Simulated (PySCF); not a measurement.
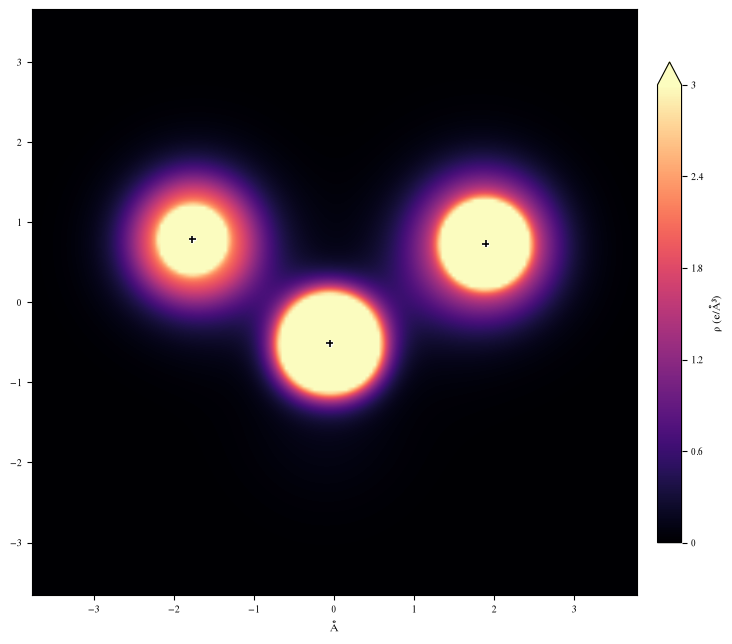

The electron density on a plane through atoms (crosses mark nuclei in the plane).

Level of theory: CAM-B3LYP/def2-SVPD, SCF density, gas phase in PySCF 2.14.0.

Candidates:
A. Al$_{2}$Br$_{4}$H$_{2}$
B. BrCl$_{3}$Ti
C. Cl$_{3}$HOTi

Question: Which system is this?

Answer: Candidate B: BrCl$_{3}$Ti on the plane of atoms Br2, Ti1 and Cl4, which holds Ti, Br and Cl. Ti–Cl (2.15 Å): ρ is about 0.72 e/Å³ halfway. Ti–Br (2.31 Å): ρ is about 0.64 e/Å³ halfway.
